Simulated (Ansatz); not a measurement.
**Cost against accuracy: basis.ecutwfc for SrCl2 (Fm-3m, 3 atoms in the cell)**

```yaml
crystal:
  lattice:
    - [0.00000, 3.56729, 3.56729]
    - [3.56729, 0.00000, 3.56729]
    - [3.56729, 3.56729, 0.00000]
  atoms:
    - { symbol: Sr, position: [0.00000, 0.00000, 0.00000] }
    - { symbol: Cl, position: [0.75000, 0.75000, 0.75000] }
    - { symbol: Cl, position: [0.25000, 0.25000, 0.25000] }
```

Method: PBE (plane waves, PAW; Ansatz, a first-principles code).

Base settings: basis.ecutwfc = 420 eV; kpoints.mp_grid.grid = 6 6 6; hamiltonian.xc = pbe; hamiltonian.pseudopotentials = {kind: paw} (the program's default PAW files); scf.occupations.method = fixed.

Misses are taken against the tightest run, 840 eV, which need not be fully converged itself. The energy is the free energy per atom.

The count of work is k-points × plane waves × bands × iterations; it is no time, and leaves out set-up, grids and terms that scale otherwise. 

Ansatz's pressure holds its estimate of the finite-basis (Pulay) stress, which hides part of the cutoff error; the uncorrected pressure shows it.

The starting cell comes from a database of computed structures (which also holds hypothetical and non-ambient phases and stackings), without a prior relaxation at this level. Its lattice was rescaled by a random factor within 2.5 % of one. Ansatz's pressure includes its estimate of the finite-basis (Pulay) stress.

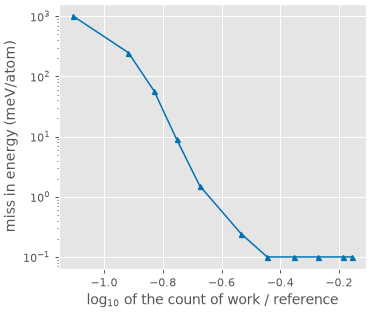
Miss against the count of work; the reference run is not drawn, and misses under 0.1 meV/atom are drawn there.

```tsv
basis.ecutwfc	energy less reference (meV/atom)	pressure less reference (GPa)	gap on the mesh less reference (eV)	uncorrected pressure less reference (GPa)	count of work / reference
170 eV	1017.91	0.46	-0.117	-20.69	0.078
210 eV	247.89	-0.18	-0.028	-6.68	0.12
250 eV	57.16	0.03	-0.010	-1.91	0.15
295 eV	8.96	0.03	0.000	-0.38	0.18
335 eV	1.52	0.00	0.000	-0.08	0.21
380 eV	0.24	0.00	0.000	-0.01	0.29
420 eV	0.10	0.00	0.000	0.00	0.36
485 eV	0.06	0.00	0.000	0.00	0.44
545 eV	0.03	0.00	0.000	0.00	0.53
630 eV	0.01	0.00	0.000	0.00	0.65
735 eV	0.01	0.00	0.000	0.00	0.70
840 eV	0.00	0.00	0.000	0.00	1.0
```

Coarsest setting among those run that, with all tighter ones, holds the energy within 20 meV/atom of the reference: 295 eV, off by 9.0 meV/atom; it needs 0.18 of the reference's count of work.

Coarsest setting among those run that, with all tighter ones, holds the energy within 5 meV/atom of the reference: 335 eV, off by 1.5 meV/atom; it needs 0.21 of the reference's count of work.

The step from 170 eV to 295 eV: it takes the miss in the energy from 1000 to 9.0 meV/atom, for 2.3 times the count of work.

Keys are those of Ansatz 0.2.
